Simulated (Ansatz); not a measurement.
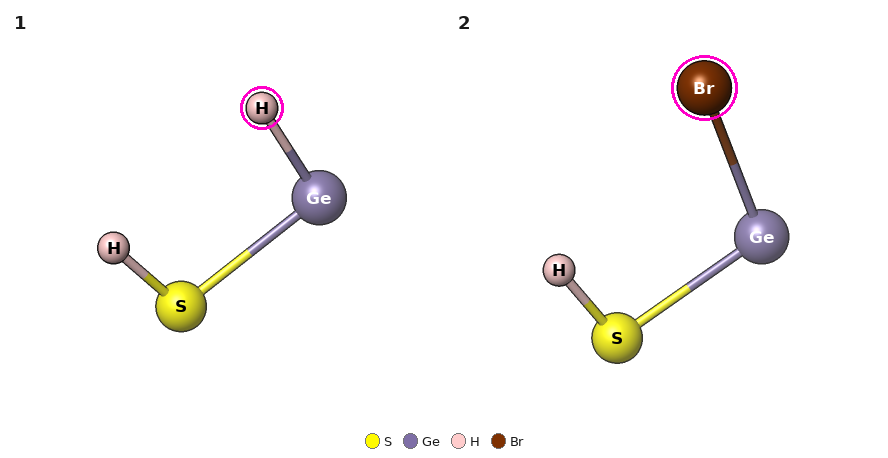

2 molecules with one skeleton, seen from the same side and at one scale; the atom that differs is circled. Each species is neutral and a spin singlet. Computed geometries: PBE0-D4/def2-TZVP optimisations, one conformation each. Properties computed with Ansatz 0.2.0.

One atom differs, called X below: H in panel 1, Br in panel 2. Their formulas are GeH2S (`[SH][GeH]`), BrGeHS (`[SH][Ge][Br]`).

Question: In which is the HOMO energy (Kohn–Sham orbital) higher (ωB97M-V/def2-TZVPP)?

Answer: In panel 1 (X = H).

Question: In which is the dipole moment larger (ωB97M-V/def2-TZVPP)?

Answer: In panel 2 (X = Br).

Give the values. With PBE0-D4/def2-TZVP: length of X–Ge (Å), angle S–Ge–X (°), harmonic X–Ge stretching wavenumber (cm⁻¹). With ωB97M-V/def2-TZVPP: dipole moment (D), HOMO energy (Kohn–Sham orbital) (eV), HOMO–LUMO gap (eV).

| quantity | 1 (H) | 2 (Br) | 2 − 1 |
| --- | --- | --- | --- |
| length of X–Ge (Å) | 1.595 | 2.358 | +0.763 |
| angle S–Ge–X (°) | 93.7 | 99.8 | +6.1 |
| dipole moment (D) | 0.97 | 1.10 | +0.13 |
| HOMO energy (Kohn–Sham orbital) (eV) | −9.24 | −9.53 | −0.29 |
| HOMO–LUMO gap (eV) | 8.61 | 8.64 | +0.03 |
| harmonic X–Ge stretching wavenumber (cm⁻¹) | 1917 | 277 | −1640 |
